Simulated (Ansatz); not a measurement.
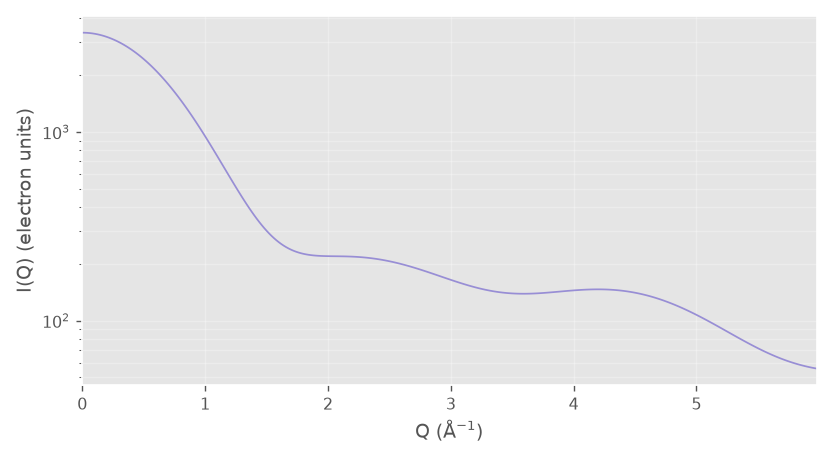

Elastic X-ray scattering of a randomly oriented, rigid molecule, calculated with the Debye equation from neutral-atom form factors (independent atoms, no Compton part, no vibration). The geometry is the end point of an optimisation (RKS PBE/cc-pVDZ in Ansatz); it may be a saddle point or a higher isomer. It contains Al, N, C, F, H, O.

How many electrons does the independent-atom model of the molecule hold?

Answer. I(0) is the square of the electron number: I(0) = 3360, so about 58 electrons, the count of CH6AlF2NO.

What radius of gyration does the initial fall-off give?

Answer. From I(Q) ≈ I(0) exp(−Q²R²/3) at small Q, R ≈ 1.97 Å. It is larger than the electron-weighted radius of the nuclear positions alone (1.83 Å), because each atom's electron cloud adds to it.
